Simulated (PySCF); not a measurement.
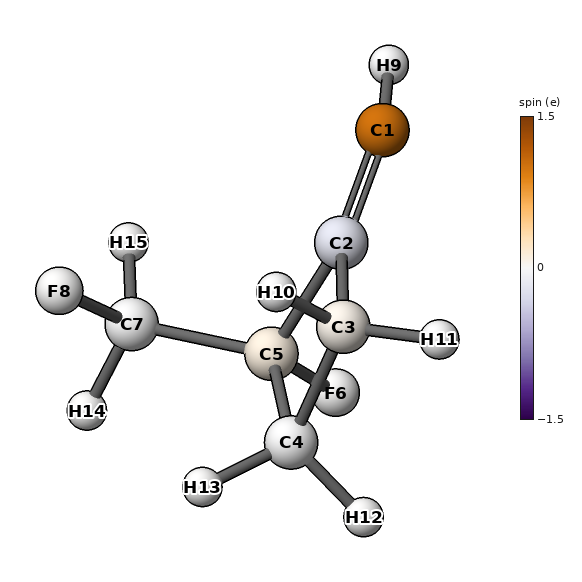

Atoms are coloured by their Mulliken spin populations. Charge 0, doublet. The computed structure is the end point of a GFN2-xTB optimisation. No frequency run is at hand to confirm it as a minimum. Level of theory: UKS B3LYP, pcH-1 on C F H, non-relativistic (PySCF 2.14.0).

Which atom carries the largest spin population?

C1 (1.01 e).

Which atom has the lowest spin population?

C2 (−0.19 e); a negative value comes from spin polarisation.

Give the Mulliken spin populations atom by atom.

```tsv
atom	value (e)
C1	1.01
C2	−0.19
C3	0.07
C4	0.00
C5	0.11
F6	0.00
C7	0.00
F8	0.00
H9	0.00
H10	0.00
H11	0.00
H12	0.00
H13	0.00
H14	0.00
H15	0.00
```

Mulliken values depend strongly on the basis set.
